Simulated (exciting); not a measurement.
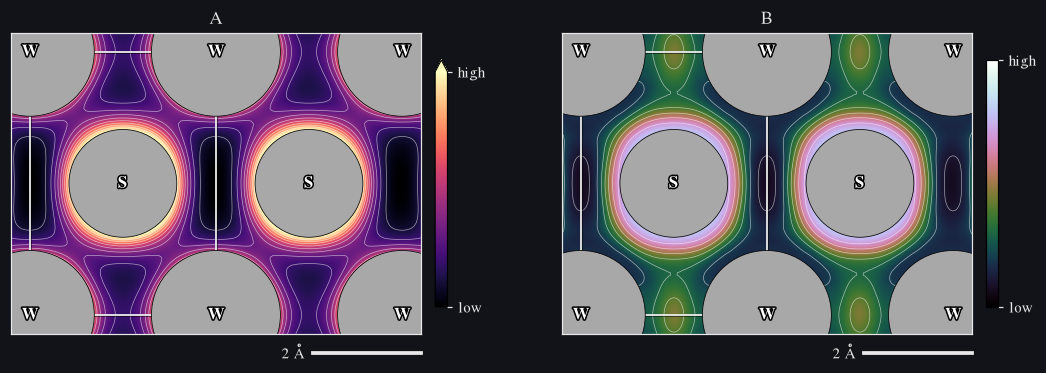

WS: 2 fields on the (011̄) plane of the conventional cell, with unlabelled colour scales. Grey discs cover the atomic cores.

Space group Pm-3m; a structure from a database of computed crystals, not necessarily the ambient phase; a generated structure, not necessarily the stable one.

These are results of exciting sodium, Kohn-Sham DFT of a periodic cell, PBEsol, all-electron LAPW+lo, shipped species files, not measurements.

Question: Which field does each panel show? The fields are: electron density and electron localisation function.

Answer: Panel A: electron density. Panel B: electron localisation function. From the grid: W–S (2.98 Å): the density is about 0.22 e/Å³ at the midpoint; the ELF peaks at about 0.80 in the valence shell of S, 0.9 Å from its nucleus, and drops to about 0.15 between the two atoms.
